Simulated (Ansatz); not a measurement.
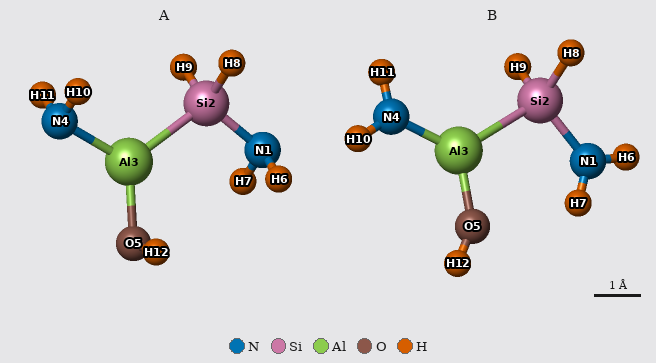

Two geometries of AlSiN2H7O, drawn at one scale. One is the start of a relaxation, the other its converged end. The picture is a ball-and-stick view, seen at a tilt.

Computed with Ansatz 0.2.0, UKS PBE0-D4/6-31G. (collinear spin; force threshold 0.02 eV/Å; at most 40 steps)

**Which geometry has the lower energy?**

Structure B is the relaxed one. The run prepares the start of a later molecular dynamics calculation, from a guessed geometry. The atom that moves furthest after the best rigid fit is H10 (1.51 Å). Largest moves by element: H 1.51 Å, O 0.55 Å, Al 0.30 Å, N 0.27 Å, Si 0.16 Å. Among the contacts that change: Al3–N4 1.984 → 1.792 Å, Al3–O5 1.819 → 1.721 Å, Si2–Al3 2.358 → 2.437 Å, N1–H6 1.079 → 1.006 Å. Bond angles that change, for instance: Al3–O5–H12 103.8° → 145.4°, Al3–N4–H11 100.4° → 123.5°, Al3–N4–H10 105.4° → 125.0°. Groups turn about Al3–O5 by about 90°. Over 22 accepted moves (24 points after the start) the energy falls by 2.270 eV. Largest force component: 4 eV/Å at the start, 0.013 eV/Å at the end. The line search rejected the trial steps at points 5, 13 of the run.

Limits of the set-up: the basis has no polarisation functions, which atoms past neon need.
